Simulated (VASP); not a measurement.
Band structure of Nb6AlSi (space group Pm-3). These are PBEsol GGA, VASP's PBE PAW potentials (set 64) (plane waves; VASP 6.6.1) values and carry that method's errors.

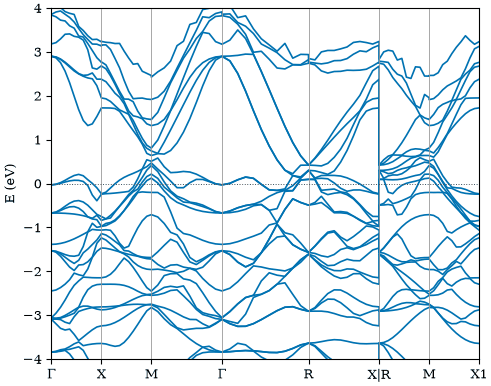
Bands along high-symmetry lines, zero at the valence-band maximum or, without a gap, the Fermi level

Question: Read the plot: is there a gap, and where are the band edges?

Answer: It has no gap at this level: it comes out as a metal or semimetal. (Edges off the drawn lines would not show.)

The structure comes from a computed database's Nb6AlSi entry (Pm-3); how it stands against other phases isn't given here. It was relaxed first. The electron count is odd and the run is not spin-polarised, which forces a metal.
